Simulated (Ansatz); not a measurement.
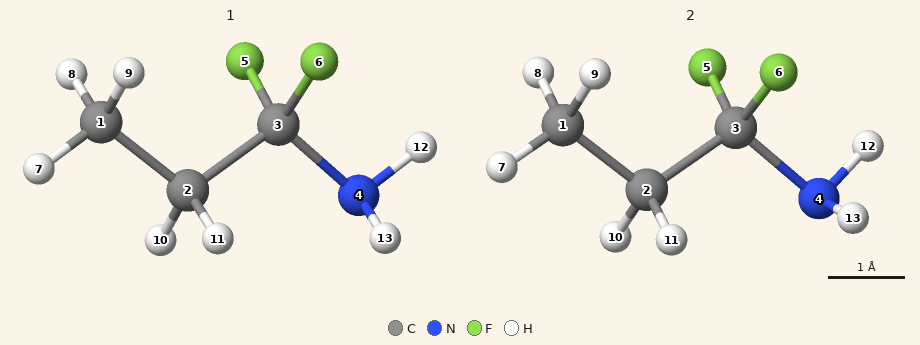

Two geometries of C3H7F2N, drawn at one scale. One is the start of a relaxation, the other its converged end. Style: ball-and-stick. Shown at a tilt.

Level of theory: RKS B3LYP/STO-3G in Ansatz 0.2.0. (no spin polarisation; force threshold 0.015 eV/Å; at most 40 steps)

> Which geometry has the lower energy?

Structure 1 is the relaxed one. The run prepares an end point of a later path (torsion) calculation, from a guessed geometry. After 9 accepted moves (10 points after the start) the energy has fallen by 21.4 kcal/mol. Largest force component: 5.6 eV/Å at the start, 0.0074 eV/Å at the end. The line search rejected the trial step at point 7 of the run. H13 moves most after the best rigid fit: 0.29 Å. By element the largest moves are H 0.29 Å, F 0.14 Å, N 0.11 Å, C 0.06 Å. Near-neighbour distances that change, for instance: N4–H13 0.960 → 1.062 Å, C3–F5 1.330 → 1.402 Å, C3–F6 1.351 → 1.413 Å, C1–H9 1.162 → 1.101 Å. Among the angles between lasting bonds that change: N4–C3–F6 105.8° → 111.8°, C3–N4–H12 99.6° → 104.5°, C1–C2–H11 106.3° → 110.4°.

Limits of the set-up: STO-3G is a minimal basis, so the numbers are rough.
